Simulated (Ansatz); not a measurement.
## SiO2, pressure series

The reference is SiO$_{2}$ (space group P3_121, No. 152; a = 4.9484 Å, c = 5.4413 Å).

Cell and atoms are relaxed at each pressure.

Level of theory: PBEsol (Ansatz, a quantum-chemistry and plane-wave program, PAW, without spin-orbit coupling), earlier PAW set.

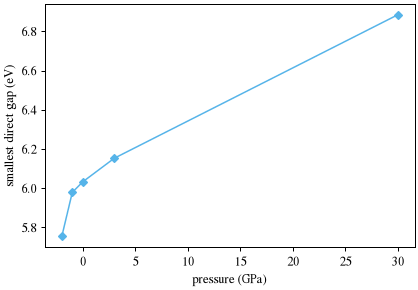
Fig. 1. Smallest direct gap against pressure

```json
[
 {"pressure (GPa)": "-2", "smallest direct gap": "5.75 eV"},
 {"pressure (GPa)": "-1", "smallest direct gap": "5.98 eV"},
 {"pressure (GPa)": "3", "smallest direct gap": "6.15 eV"},
 {"pressure (GPa)": "30", "smallest direct gap": "6.88 eV"}
]
```

Load acts through the strain it causes; cell and atoms are relaxed under it. Whether these cells are dynamically stable was not tested. Competing high-pressure phases were not computed.
